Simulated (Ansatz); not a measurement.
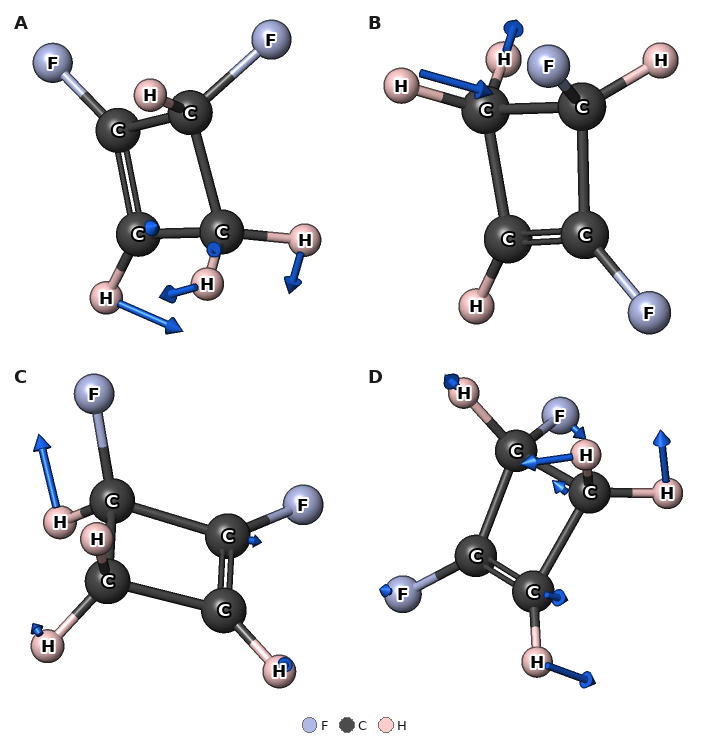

4 normal modes of one molecule or complex, as arrows. Harmonic vibrations computed with RKS PBE0-D4/def2-TZVP (Ansatz 0.2.0) at a stationary point of the same level.

Match the panels to the wavenumbers 199 cm⁻¹, 948 cm⁻¹, 1333 cm⁻¹, 3130 cm⁻¹.

A: 948 cm⁻¹
B: 3130 cm⁻¹, out-of-phase stretching of 2 C–H bonds
C: 1333 cm⁻¹
D: 199 cm⁻¹, a torsion or out-of-plane motion in which bond lengths and bond angles hardly change
